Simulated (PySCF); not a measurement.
System: ZnB (doublet).

```xyz
2

Zn    0.0000    0.0000   -0.3273
B     0.0000    0.0000    1.9007
```

Level of theory: PySCF, PBE0/x2c-TZVPPall, spin-free X2C-1e, Gaussian nucleus, at a bond length of 2.228 Å.

What can the converged electron density, electron localisation function and spin density tell about the bonding?

Answer. Zn–B (2.23 Å): the density is about 0.39 e/Å³ at the midpoint; the ELF peaks at about 0.80 in the valence shell of B, 0.8 Å from its nucleus, and is about 0.40 at the midpoint.
The unpaired spin (1 electron) lies mostly on B2 (about 0.9) and Zn1 (about 0.1), in electrons by Hirshfeld's partition.

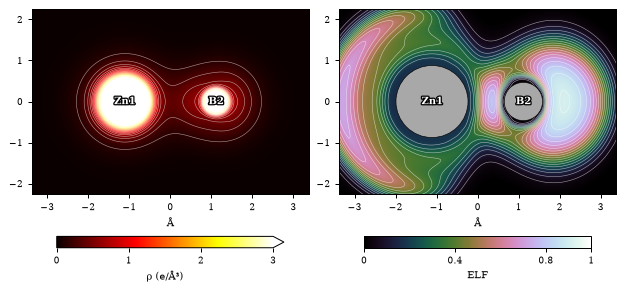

Computed electron density and electron localisation function on a plane that holds the molecular axis, in this order. Grey discs cover the atomic cores in the ELF map. 
